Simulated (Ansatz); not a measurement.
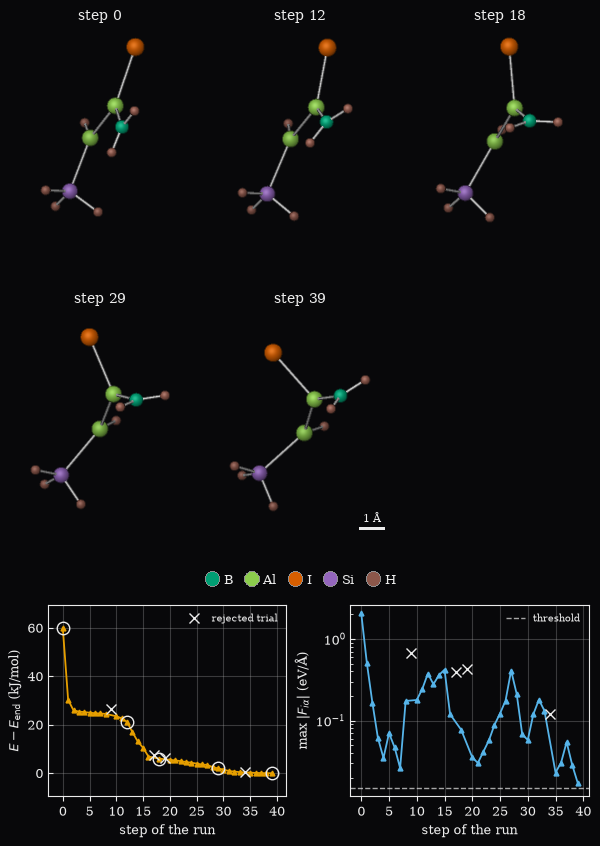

Frames of a relaxation of Al₂BSiH₆I, marked on the history of the run. The picture is a ball-and-stick view, seen from a free direction.

The run prepares an end point of a later path (torsion) calculation, from a guessed geometry.

Theory: RKS B3LYP-D4/def2-SVP (Ansatz).

The input:
```yaml
crystal:
  periodic: [false, false, false]
  atoms:
    - { symbol: B, position_ang: [0.0363, 2.299, 1.0371] }
    - { symbol: Al, position_ang: [0.5493, 1.5568, -0.7985] }
    - { symbol: I, position_ang: [1.4751, 3.1015, -2.6515] }
    - { symbol: Al, position_ang: [0.3804, -0.8661, -1.2079] }
    - { symbol: Si, position_ang: [-0.5686, -2.2511, 0.4884] }
    - { symbol: H, position_ang: [-0.4481, 1.6479, 1.8597] }
    - { symbol: H, position_ang: [0.1269, 3.5036, 1.2351] }
    - { symbol: H, position_ang: [0.774, -1.4945, -2.612] }
    - { symbol: H, position_ang: [-0.6199, -3.6213, 0.0847] }
    - { symbol: H, position_ang: [0.2947, -2.1486, 1.7163] }
    - { symbol: H, position_ang: [-1.9349, -1.7841, 0.8692] }
basis:
  gaussian: { orbitals: def2-SVP }
hamiltonian:
  xc: b3lyp
  dispersion: d4
relax:
  f_tol: 0.015
  max_steps: 40
```

Command:
```bash
ansatz run input.yaml --threads 2 --pin off --max-ram 3072MiB --backend cpu --events-out ev --progress --plain --runs-dir out
```

Question: Describe the path.

Answer: The relaxation stopped without meeting its thresholds, so the last structure isn't shown to be converged. It used up its limit of 40 steps. The largest move after the best rigid fit is that of I3, 2.79 Å. By element the largest moves are I 2.79 Å, H 1.83 Å, B 1.02 Å, Al 0.76 Å, Si 0.63 Å. Near-neighbour distances that change, for instance: Al2–Al4 2.463 → 2.564 Å, Al4–Si5 2.387 → 2.467 Å, Si5–H9 1.429 → 1.497 Å, B1–Al2 2.045 → 2.111 Å. Among the angles between lasting bonds that change: B1–Al2–Al4 119.3° → 146.2°, I3–Al2–Al4 119.6° → 103.9°, B1–Al2–I3 121.1° → 109.9°. Groups turn about Al2–Al4 by about 90°, B1–Al2 by about 85°, Al4–Si5 by about 35°. Over 35 accepted moves (39 points after the start) the energy falls by 60.0 kJ/mol. The largest force component goes from 2.1 to 0.017 eV/Å. The line search rejected the trial steps at points 9, 17, 19, 34 of the run. Cost: 2.3 min on 2 threads of Intel(R) Xeon(R) Platinum 8488C (Sapphire Rapids), on a shared host, peak memory 0.36 GiB. From step 0 to 12: H6 moves most (0.70 Å), energy −38.8 kJ/mol. From step 12 to 18: I3 moves most (0.85 Å), energy −15.2 kJ/mol. From step 18 to 29: I3 moves most (0.85 Å), energy −4.00 kJ/mol. From step 29 to 39: I3 moves most (0.85 Å), energy −2.02 kJ/mol.
